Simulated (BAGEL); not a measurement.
# GeO (SMILES [O]=[Ge]) at FCI/STO-3G (density fitting with cc-pvqz-jkfit)

What is the energy change on altering one bond length of GeO at FCI/STO-3G (density fitting with cc-pvqz-jkfit)? 

The calculation is run with BAGEL 1.2.2.

11 further runs of the same task are left out: 7 that didn't finish, 4 set aside as unsound or not needed.

## Step 1: Starting point

GeO: 2 atoms, total charge 0, spin state singlet. As SMILES, `[O]=[Ge]`. Geometry: relaxed at PBE0-D4/def2-TZVP.

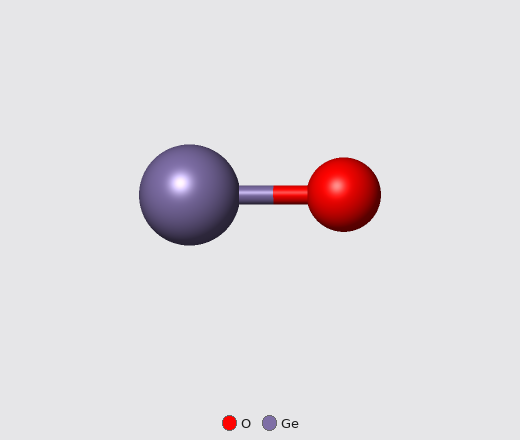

Viewed from a chosen angle; oxygen red, germanium purple.

## Step 2: The energy at FCI/STO-3G (density fitting with cc-pvqz-jkfit)

File fci.json:

```json
{ "bagel": [

{
  "title": "molecule",
  "basis": "sto-3g",
  "df_basis": "cc-pvqz-jkfit",
  "angstrom": true,
  "geometry": [
    { "atom": "O", "xyz": [    0.000000,    0.000000,   -0.023040 ] },
    { "atom": "Ge", "xyz": [    0.000000,    0.000000,    1.599530 ] }
  ]
},
{
  "title": "hf"
},
{
  "title": "fci",
  "nstate": 1,
  "ncore": 10
}

]}
```

Run with:

```
$ BAGEL_NUM_THREADS=1 BAGEL fci.json > fci.out
```

The log of the run:

```text
* using 1 threads per process

  ===============================================================
  ===============================================================

  *** Geometry ***

  { "atom" : "O", "xyz" : [      0.000000,      0.000000,     -0.043539 ] },
  { "atom" : "Ge", "xyz" : [      0.000000,      0.000000,      3.022674 ] },

  Number of auxiliary basis functions:      324

  Since a DF basis is specified, we compute 2- and 3-index integrals:
    o Being stored without compression. Storage requirement is 0.001 GB

  Number of basis functions:       23
  Number of electrons      :       40

    * METHOD: MOLECULE                             0.06

  *** RHF ***

  === Nuclear Repulsion ===
    83.4906142302

      * DIIS with orbital gradients will be used.

  === RHF iteration (sto-3g) ===
      0      -2125.34454261          0.03252765           0.01
      1      -2124.98037775          0.07688458           0.01
      2      -2125.53599540          0.00675813           0.01
      3      -2125.54111934          0.00049054           0.01
      4      -2125.54118871          0.00007864           0.01
      5      -2125.54119081          0.00005555           0.01
      6      -2125.54119140          0.00000671           0.01
      7      -2125.54119141          0.00000116           0.01
      8      -2125.54119141          0.00000042           0.01
      9      -2125.54119141          0.00000004           0.01
     10      -2125.54119141          0.00000001           0.01
    * SCF iteration converged.

    * Permanent dipole moment:
           (   -0.000000,     0.000000,    -0.605162) a.u.

    * METHOD: HF                                   0.13

  ---------------------------
        FCI calculation
  ---------------------------

  Performs exactly the same way as Knowles & Handy 1984 CPL

  o alpha-beta strings
      length:           572
  o size of the space
      determinant space:  81796
      spin-adapted space: 26026

  o single displacement lists (alpha)
      length:         11440
  o single displacement lists (beta)
      length:         11440

     guess   0:   closed 1111111111...        open .............

  === FCI iteration ===

      0  0     -2125.54119141     1.64e-03      0.14
      1  0     -2125.65913030     1.03e-03      0.14
      2  0     -2125.69136242     4.49e-04      0.14
      3  0     -2125.69936329     2.19e-04      0.14
      4  0     -2125.70080016     1.11e-04      0.14
      5  0     -2125.70113224     4.37e-05      0.14
      6  0     -2125.70121138     1.86e-05      0.14
      7  0     -2125.70122495     8.58e-06      0.14
      8  0     -2125.70122760     4.28e-06      0.14
      9  0     -2125.70122822     1.66e-06      0.14
     10  0     -2125.70122833     6.99e-07      0.14
     11  0     -2125.70122834     2.87e-07      0.14
     12  0     -2125.70122834     1.30e-07      0.14
     13  0     -2125.70122835     5.12e-08      0.14
     14  0     -2125.70122835     2.24e-08      0.14
     15  0     -2125.70122835     8.66e-09      0.14
     16  0     -2125.70122835     3.37e-09      0.15
     17  0     -2125.70122835     1.42e-09      0.14
     18  0     -2125.70122835     6.44e-10      0.15
     19  0     -2125.70122835     2.81e-10      0.14
    ** throwing out 1 trial vectors **
     20  0 *   -2125.70122835     9.74e-11      0.14

     * ci vector, state   0, <S^2> = 0.0000
       2222222222...     0.9251226863
       22222222.22..    -0.0880210529
       2222222.22.2.    -0.0880210529
       22222222.2.2.    -0.0700159954
       2222222.222..    -0.0700159954
       22222222.2ba.     0.0673120359
       22222222.2ab.     0.0673120359
       2222222.22ab.    -0.0673120359
       2222222.22ba.    -0.0673120359
       2222222ba2.2.    -0.0673120358
       2222222ab2.2.    -0.0673120358
       2222222ab22..     0.0673120358
       2222222ba22..     0.0673120358
       2222222bb2aa.     0.0647922794
       2222222aa2bb.     0.0647922794
       222222222...2    -0.0502382558

    * METHOD: FCI                                  3.03

  ===============================================================
```

Wall time 3.6 s (1 thread of Arm Neoverse V2, shared host); peak memory 0.18 GiB.

## Step 3: The distorted shape at the same level

File calc.json:

```json
{ "bagel" : [

{
  "title" : "molecule",
  "basis" : "sto-3g",
  "df_basis" : "cc-pvqz-jkfit",
  "angstrom" : "true",
  "geometry" : [
    { "atom" : "O", "xyz" : [    0.000000,    0.000000,   -1.970170 ] },
    { "atom" : "Ge", "xyz" : [    0.000000,    0.000000,    1.599530 ] }
  ]
},
{ "title" : "hf" },
{ "title" : "fci", "nstate" : 1, "ncore" : 10 }

]}
```

Run with:

```
$ BAGEL_NUM_THREADS=1 BAGEL calc.json > calc.out
```

The log of the run:

```text
* using 1 threads per process

  ===============================================================
  ===============================================================

  *** Geometry ***

  { "atom" : "O", "xyz" : [      0.000000,      0.000000,     -3.723082 ] },
  { "atom" : "Ge", "xyz" : [      0.000000,      0.000000,      3.022674 ] },

  Number of auxiliary basis functions:      324

  Since a DF basis is specified, we compute 2- and 3-index integrals:
    o Being stored without compression. Storage requirement is 0.001 GB

  Number of basis functions:       23
  Number of electrons      :       40

    * METHOD: MOLECULE                             0.06

  *** RHF ***

  === Nuclear Repulsion ===
    37.9497901593

      * DIIS with orbital gradients will be used.

  === RHF iteration (sto-3g) ===
      0      -2123.87256120          0.01104324           0.01
      1      -2117.94738455          0.01429302           0.01
      2      -2123.86104456          0.01104788           0.01
      3      -2123.85690602          0.01138108           0.01
      4      -2123.97020958          0.02755535           0.01
      5      -2117.94411159          0.01265583           0.01
      6      -2117.94254342          0.01197807           0.01
      7      -2117.94312336          0.01211583           0.01
      8      -2109.05172105          0.01616593           0.01
      9      -2109.07930144          0.01727180           0.01
     10      -2109.08406034          0.01836068           0.01
     11      -2123.78292757          0.03665609           0.01
     12      -2123.79513851          0.03566672           0.01
     13      -2117.94347021          0.01155528           0.01
     14      -2123.80931031          0.02920851           0.01
     15      -2123.86892295          0.01360179           0.01
     16      -2123.86647057          0.01031942           0.01
     17      -2117.95257436          0.01504662           0.01
     18      -2119.95425881          0.15885802           0.01
     19      -2117.98849369          0.03090509           0.01
     20      -2123.87421513          0.01208804           0.01
     21      -2119.25778106          0.14243977           0.01
     22      -2123.87238450          0.01198678           0.01
     23      -2117.99312353          0.03226224           0.01
     24      -2117.98878086          0.03081319           0.01
     25      -2118.01518355          0.03849848           0.01
     26      -2123.87178154          0.01173727           0.01
     27      -2123.86366573          0.01160204           0.01
     28      -2117.96648405          0.02392411           0.01
     29      -2117.95497500          0.02057089           0.01
     30      -2124.07287659          0.03706821           0.01
     31      -2124.40087799          0.04766828           0.01
     32      -2123.87068909          0.01348453           0.01
     33      -2123.87253072          0.01230510           0.01
     34      -2123.87518411          0.02561840           0.01
     35      -2124.41506444          0.04853738           0.01
     36      -2117.94315300          0.01308175           0.01
     37      -2120.47727682          0.15770242           0.01
     38      -2124.87254426          0.03591845           0.01
     39      -2124.01768938          0.03394560           0.01
     40      -2124.99240248          0.02893980           0.01
     41      -2125.16470244          0.01174698           0.01
     42      -2125.18841740          0.00801492           0.01
     43      -2125.21580852          0.00109954           0.01
     44      -2125.21655256          0.00018902           0.01
     45      -2125.21657683          0.00001508           0.01
     46      -2125.21657683          0.00001391           0.01
     47      -2125.21657696          0.00000186           0.01
     48      -2125.21657696          0.00000075           0.01
     49      -2125.21657696          0.00000012           0.01
     50      -2125.21657696          0.00000002           0.01
     51      -2125.21657696          0.00000001           0.01
     52      -2125.21657696          0.00000000           0.01
    * SCF iteration converged.

    * Permanent dipole moment:
           (    0.000000,     0.000000,    -0.088815) a.u.

    * METHOD: HF                                   0.47

  ---------------------------
        FCI calculation
  ---------------------------

  Performs exactly the same way as Knowles & Handy 1984 CPL

  o alpha-beta strings
      length:           572
  o size of the space
      determinant space:  81796
      spin-adapted space: 26026

  o single displacement lists (alpha)
      length:         11440
  o single displacement lists (beta)
      length:         11440

     guess   0:   closed 1111111.1....        open .......1.1.11

  === FCI iteration ===

      0  0     -2125.32311288     4.08e-04      0.15
      1  0     -2125.42082646     4.55e-04      0.15
      2  0     -2125.44816707     9.39e-05      0.15
      3  0     -2125.44875633     2.35e-05      0.15
      4  0     -2125.44879273     7.25e-06      0.15
      5  0     -2125.44879914     4.97e-06      0.15
      6  0     -2125.44882062     1.63e-05      0.15
      7  0     -2125.44902550     3.98e-05      0.15
      8  0     -2125.44925395     1.81e-05      0.15
      9  0     -2125.44928523     6.02e-06      0.15
     10  0     -2125.44929016     3.11e-06      0.15
     11  0     -2125.44929374     4.27e-06      0.15
     12  0     -2125.44930773     1.09e-05      0.15
     13  0     -2125.44936217     1.59e-05      0.15
     14  0     -2125.44940541     8.43e-06      0.15
     15  0     -2125.44941343     3.74e-06      0.15
     16  0     -2125.44941455     1.00e-06      0.15
     17  0     -2125.44941463     3.23e-07      0.15
     18  0     -2125.44941464     9.49e-08      0.15
     19  0     -2125.44941464     2.07e-08      0.15
    ** throwing out 1 trial vectors **
     20  0     -2125.44941464     4.77e-09      0.17
    ** throwing out 1 trial vectors **
     21  0     -2125.44941464     1.57e-09      0.17
    ** throwing out 1 trial vectors **
     22  0     -2125.44941464     3.71e-10      0.17
    ** throwing out 1 trial vectors **
     23  0     -2125.44941464     1.33e-10      0.18
    ** throwing out 1 trial vectors **
     24  0 *   -2125.44941464     4.43e-11      0.15

     * ci vector, state   0, <S^2> = -0.0000
       2222222bb.aa2    -0.3674095593
       2222222aa.bb2    -0.3674095593
       22222222baa.b     0.3049832953
       22222222abb.a     0.3049832953
       2222222b2a.ab     0.3049832621
       2222222a2b.ba     0.3049832620
       2222222ba.ba2    -0.1839846342
       2222222ab.ab2    -0.1839846342
       2222222ab.ba2     0.1834249251
       2222222ba.ab2     0.1834249251
       22222222aab.b    -0.1530402213
       22222222bba.a    -0.1530402213
       2222222b2b.aa    -0.1530402047
       2222222a2a.bb    -0.1530402047
       22222222aba.b     0.1519430740
       22222222bab.a     0.1519430740
       2222222a2b.ab     0.1519430573
       2222222b2a.ba     0.1519430573
       222222.bb2aa2     0.0511201731
       222222.aa2bb2     0.0511201730

    * METHOD: FCI                                  3.87

  ===============================================================
```

Run time: 4.8 s. Hardware: 1 thread of Arm Neoverse V2, shared host; peak memory 0.19 GiB.

## Step 4: What came out

At FCI/STO-3G (density fitting with cc-pvqz-jkfit), 10 core orbitals frozen:

```
                                                          quantity           value
                                         first shape: total energy  -2125.70123 Eh
                                     distorted shape: total energy  -2125.44941 Eh
energy change with the O1–Ge2 bond stretched from 1.623 to 3.570 Å        6.852 eV
```

In words: With the O1–Ge2 bond stretched from 1.623 to 3.570 Å the energy rises by 6.85 eV (661 kJ/mol). The first shape isn't relaxed at this level, so the change isn't measured from a minimum. The minimal basis adds a large error of its own.
